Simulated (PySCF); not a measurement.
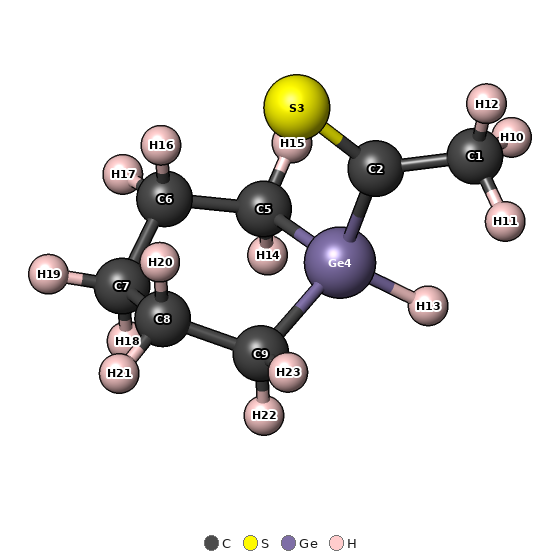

Structure of C₇H₁₄GeS, SMILES C[C](=S)[GeH]1[CH2]CCC[CH2]1, singlet.

Kohn-Sham orbital energies near the frontier, PBE0/def2-SVPD in PySCF 2.14.0, at a PBE0-D3(BJ)/def2-SVP geometry (no frequency check), isolated molecule; empty levels in grey, levels within 0.03 eV side by side.

Question: Where do the frontier orbitals lie?

Answer: HOMO at −6.08 eV, LUMO at −2.22 eV, 3.86 eV apart.

Question: On which atoms do HOMO and LUMO mostly sit?

Answer: HOMO: S3 65 %, C2 15 %, Ge4 6 %. LUMO: C2 40 %, S3 40 %, C1 6 % (Löwdin shares).

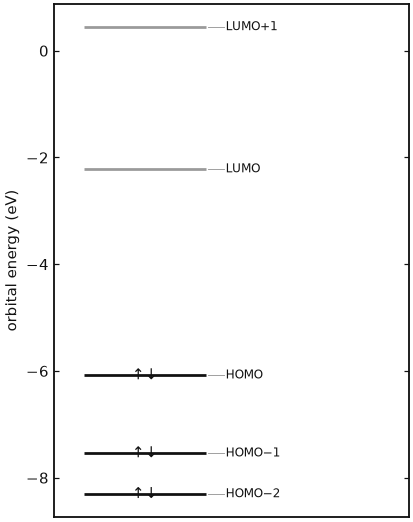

Note: one conformer of a flexible molecule; empty levels above zero depend strongly on the basis.
